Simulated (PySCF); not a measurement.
# One shape, several levels: C5H6 (pent-3-en-1-yne)

Wanted: a comparison of 5 runs (HF/STO-3G, HF/def2-SVP, B3LYP/6-31G*, MP2/6-31G*) of C5H6 (pent-3-en-1-yne). The job is set up through a Python script.

Program for the calculation: PySCF 2.14.0.

## 1. The structure to begin with

C5H6: 11 atoms, total charge 0, spin state singlet. As SMILES, `C#C/C=C/C`. The coordinates come from a PBE0-D4/def2-TZVP relaxation.

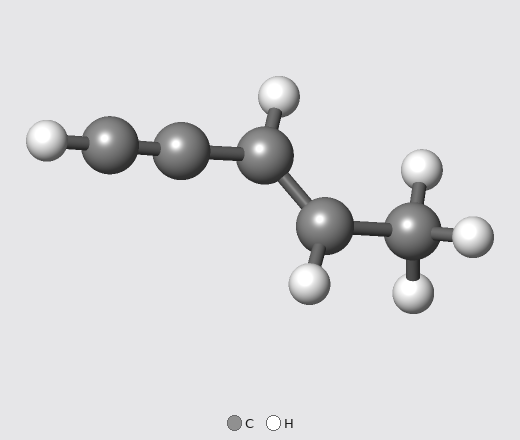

Viewed from a chosen angle; carbon grey, hydrogen white.

## 2. Energy and forces at HF/STO-3G (run 1)

Input file input.xyz:

```xyz
11

C     -1.516600     1.700600     2.003600
C     -0.739100     1.143700     1.272900
C      0.204200     0.511000     0.426200
C     -0.092900    -0.483100    -0.413900
C      0.889700    -1.151100    -1.304600
H     -2.210500     2.187700     2.646400
H      1.227200     0.877200     0.483800
H     -1.121000    -0.834000    -0.456000
H      1.889700    -0.729500    -1.189400
H      0.593600    -1.055200    -2.354300
H      0.941200    -2.224300    -1.094000
```

Input file run.py:

```python
from pyscf import gto

mol = gto.Mole()
mol.atom = 'input.xyz'
mol.spin = 0
mol.max_memory = 1860
mol.verbose = 4
mol.basis = 'sto-3g'
mol.build()

calc0 = mol.RHF()
calc0.conv_tol = 1e-10
calc0.kernel()
if not calc0.converged:
    calc0 = calc0.newton().run(calc0.mo_coeff, calc0.mo_occ)

e_final = calc0.e_tot
print('Final energy', e_final)
grad = calc0.nuc_grad_method().kernel()
calc0.analyze()
```

Launch:

```console
$ OMP_NUM_THREADS=1 python run.py
```

Standard output:

```text
PySCF version 2.14.0

[... 81 lines left out ...]
Total Energy =                        -190.388158804731233
[... 3 lines left out ...]
Two-electron Coulomb Energy =          230.994805196655079
[... 5 lines left out ...]
MO #3   energy= -11.0434474500809  occ= 2
[... 3 lines left out ...]
MO #7   energy= -0.960580459059234 occ= 2
[... 3 lines left out ...]
MO #11  energy= -0.606860433078612 occ= 2
[... 3 lines left out ...]
MO #15  energy= -0.467552204972671 occ= 2
[... 3 lines left out ...]
MO #19  energy= 0.257135979952351  occ= 0
[... 3 lines left out ...]
MO #23  energy= 0.629159053813052  occ= 0
[... 3 lines left out ...]
MO #27  energy= 0.735925052202316  occ= 0
[... 3 lines left out ...]
MO #31  energy= 1.50417723298585   occ= 0
[... 6 lines left out ...]
pop of  0 C 2pz           1.02174
pop of  1 C 1s            1.99989
pop of  1 C 2s            1.01993
pop of  1 C 2px           1.00648
pop of  1 C 2py           1.00081
pop of  1 C 2pz           1.00739
pop of  2 C 1s            1.99982
pop of  2 C 2s            1.00086
pop of  2 C 2px           0.99983
pop of  2 C 2py           1.02587
pop of  2 C 2pz           1.02024
pop of  3 C 1s            1.99983
pop of  3 C 2s            1.03188
pop of  3 C 2px           1.00430
pop of  3 C 2py           0.98609
pop of  3 C 2pz           0.97619
pop of  4 C 1s            1.99978
pop of  4 C 2s            1.00838
pop of  4 C 2px           1.02508
pop of  4 C 2py           1.03908
pop of  4 C 2pz           1.03044
pop of  5 H 1s            0.92330
pop of  6 H 1s            0.95621
pop of  7 H 1s            0.96080
pop of  8 H 1s            0.95892
pop of  9 H 1s            0.95701
pop of  10 H 1s           0.95701
 ** Mulliken atomic charges  **
charge of    0C =     -0.10460
charge of    1C =     -0.03449
charge of    2C =     -0.04662
charge of    3C =      0.00171
charge of    4C =     -0.10275
charge of    5H =      0.07670
charge of    6H =      0.04379
charge of    7H =      0.03920
charge of    8H =      0.04108
charge of    9H =      0.04299
charge of   10H =      0.04299
Dipole moment(X, Y, Z, Debye):  0.19328, -0.49370, -0.51144
```

It took 2.6 s on 1 thread of Intel Xeon at 2.70GHz, shared host; peak memory 0.12 GiB.

## 3. Energy and forces at HF/def2-SVP (run 2)

Input file job.py:

```python
import pyscf.grad
from pyscf import gto, scf

mol = gto.Mole()
mol.atom = [
    ('C', (-1.516600, 1.700600, 2.003600)),
    ('C', (-0.739100, 1.143700, 1.272900)),
    ('C', (0.204200, 0.511000, 0.426200)),
    ('C', (-0.092900, -0.483100, -0.413900)),
    ('C', (0.889700, -1.151100, -1.304600)),
    ('H', (-2.210500, 2.187700, 2.646400)),
    ('H', (1.227200, 0.877200, 0.483800)),
    ('H', (-1.121000, -0.834000, -0.456000)),
    ('H', (1.889700, -0.729500, -1.189400)),
    ('H', (0.593600, -1.055200, -2.354300)),
    ('H', (0.941200, -2.224300, -1.094000)),
]
mol.max_memory = 1860
mol.spin = 0
mol.verbose = 4
mol.basis = 'def2-svp'
mol.charge = 0
mol.build()

mf = scf.RHF(mol)
mf.conv_tol = 1e-10
mf.kernel()
if not mf.converged:
    mf = mf.newton().run(mf.mo_coeff, mf.mo_occ)

energy = mf.e_tot
print('Final energy', energy)
grad = mf.Gradients().kernel()
dip = mf.dip_moment()
pop, q = mf.mulliken_pop()
```

Launch:

```console
$ OMP_NUM_THREADS=1 python job.py
```

Standard output:

```text
PySCF version 2.14.0

[... 69 lines left out ...]
converged SCF energy = -192.608446567781
Final energy -192.6084465677814
[... 11 lines left out ...]
Dipole moment(X, Y, Z, Debye):  0.33683, -0.73972, -0.77941
[... 73 lines left out ...]
pop of  5 H 2px           0.01153
pop of  5 H 2py           0.00820
pop of  5 H 2pz           0.01071
pop of  6 H 1s            0.75028
pop of  6 H 2s            0.15987
pop of  6 H 2px           0.01738
pop of  6 H 2py           0.00512
pop of  6 H 2pz           0.00337
pop of  7 H 1s            0.75637
pop of  7 H 2s            0.16366
pop of  7 H 2px           0.01762
pop of  7 H 2py           0.00456
pop of  7 H 2pz           0.00294
pop of  8 H 1s            0.75661
pop of  8 H 2s            0.17892
pop of  8 H 2px           0.01585
pop of  8 H 2py           0.00589
pop of  8 H 2pz           0.00385
pop of  9 H 1s            0.75139
pop of  9 H 2s            0.17259
pop of  9 H 2px           0.00467
pop of  9 H 2py           0.00430
pop of  9 H 2pz           0.01698
pop of  10 H 1s           0.75138
pop of  10 H 2s           0.17260
pop of  10 H 2px          0.00378
pop of  10 H 2py          0.01758
pop of  10 H 2pz          0.00459
 ** Mulliken atomic charges  **
charge of    0C =     -0.32967
charge of    1C =      0.18751
charge of    2C =     -0.09437
charge of    3C =     -0.10271
charge of    4C =      0.00745
charge of    5H =      0.07395
charge of    6H =      0.06398
charge of    7H =      0.05484
charge of    8H =      0.03889
charge of    9H =      0.05007
charge of   10H =      0.05007
```

Wall time 9.9 s (1 thread of Intel Xeon at 2.70GHz, shared host); peak memory 0.21 GiB.

Runs 3 to 4 aren't shown in full; the table further down has their settings and results.

## 4. Energy and forces at MP2/6-31G(d) (spherical functions) (run 5)

Input file run.py:

```python
# C#CC=CC
import pyscf.grad
from pyscf import gto, scf, mp

system = gto.M(
    atom='''
C       -1.516600       1.700600       2.003600
C       -0.739100       1.143700       1.272900
C        0.204200       0.511000       0.426200
C       -0.092900      -0.483100      -0.413900
C        0.889700      -1.151100      -1.304600
H       -2.210500       2.187700       2.646400
H        1.227200       0.877200       0.483800
H       -1.121000      -0.834000      -0.456000
H        1.889700      -0.729500      -1.189400
H        0.593600      -1.055200      -2.354300
H        0.941200      -2.224300      -1.094000
''',
    max_memory=1860,
    spin=0,
    basis='6-31g*',
    verbose=4,
)

calc0 = scf.RHF(system)
calc0.conv_tol = 1e-10
calc0.kernel()
if not calc0.converged:
    calc0 = calc0.newton().run(calc0.mo_coeff, calc0.mo_occ)

pt = mp.MP2(calc0, frozen=5).run()
e_final = pt.e_tot
print('E(%s) = %.9f' % ('MP2', e_final))
grad = pt.Gradients().kernel()
dip = calc0.dip_moment()
pop, q = calc0.mulliken_pop()
```

Launch:

```console
$ OMP_NUM_THREADS=1 python run.py
```

Standard output:

```text
PySCF version 2.14.0

[... 69 lines left out ...]
converged SCF energy = -192.746178109291
[... 17 lines left out ...]
Dipole moment(X, Y, Z, Debye):  0.28930, -0.65974, -0.69211
[... 55 lines left out ...]
pop of  3 C 3dxz          0.00747
pop of  3 C 3dx2-y2       0.01299
pop of  4 C 1s            1.99764
pop of  4 C 2s            0.64636
pop of  4 C 3s            0.68586
pop of  4 C 2px           0.68771
pop of  4 C 2py           0.69517
pop of  4 C 2pz           0.69088
pop of  4 C 3px           0.34371
pop of  4 C 3py           0.38166
pop of  4 C 3pz           0.35643
pop of  4 C 3dxy          0.00763
pop of  4 C 3dyz          0.00400
pop of  4 C 3dz^2         0.01517
pop of  4 C 3dxz          0.00779
pop of  4 C 3dx2-y2       0.01333
pop of  5 H 1s            0.50024
pop of  5 H 2s            0.20661
pop of  6 H 1s            0.52209
pop of  6 H 2s            0.26798
pop of  7 H 1s            0.52545
pop of  7 H 2s            0.27149
pop of  8 H 1s            0.52396
pop of  8 H 2s            0.29447
pop of  9 H 1s            0.52040
pop of  9 H 2s            0.29692
pop of  10 H 1s           0.52039
pop of  10 H 2s           0.29693
 ** Mulliken atomic charges  **
charge of    0C =     -0.47910
charge of    1C =      0.11775
charge of    2C =     -0.23432
charge of    3C =     -0.12407
charge of    4C =     -0.53333
charge of    5H =      0.29315
charge of    6H =      0.20992
charge of    7H =      0.20306
charge of    8H =      0.18157
charge of    9H =      0.18269
charge of   10H =      0.18268
```

Run time: 19 s. Hardware: 1 thread of Intel Xeon at 2.70GHz, shared host; peak memory 0.41 GiB.

## 5. All runs side by side

| run | level | integration grid | Cartesian functions | energy (Eh) | dipole moment (D) of the reference | HOMO energy (eV) | LUMO energy (eV) | wall time |
| --- | --- | --- | --- | --- | --- | --- | --- | --- |
| 1 | HF/STO-3G | – | no | -190.388159 | 0.74 | -7.29 | 7.00 | 2.6 s |
| 2 | HF/def2-SVP | – | no | -192.608447 | 1.13 | -9.02 | 3.33 | 9.9 s |
| 3 | B3LYP/6-31G* (spherical functions) | 5 | no | -194.050068 | 0.95 | -6.23 | -0.39 | 39 s |
| 4 | B3LYP/6-31G* (Cartesian functions) | 5 | yes | -194.054272 | 0.95 | -6.24 | -0.39 | 38 s |
| 5 | MP2/6-31G* (spherical functions) | – | no | -193.369084 | 1.00 | -8.82 | 3.65 | 19 s |

## 6. What came out

| quantity | value |
| --- | --- |
| run 5: total energy | -193.36908 Eh |
| run 5: dipole moment (Hartree–Fock density) | 1.00 D |
| run 5: HOMO energy (Hartree–Fock orbitals) | -8.82 eV |
| run 5: LUMO energy (Hartree–Fock orbitals) | 3.65 eV |
| run 5: HOMO–LUMO gap (Hartree–Fock orbitals) | 12.46 eV |
| run 5: correlation energy (5 core orbitals frozen) | -622.9 mEh |
| run 5: largest force on an atom | 2.062 eV/Å |

**Reading.** Over runs 1, 2, 3, 4 the dipole moment (its size) runs from 0.74 D (HF/STO-3G) to 1.13 D (HF/def2-SVP). Over runs 1, 2, 3, 4 the HOMO–LUMO gap runs from 5.84 eV (B3LYP/6-31G*) to 14.29 eV (HF/STO-3G). The two ends differ in method and basis. In run 1 the basis is minimal, so the values are rough. All runs together took 1.8 min, the longest 39 s.
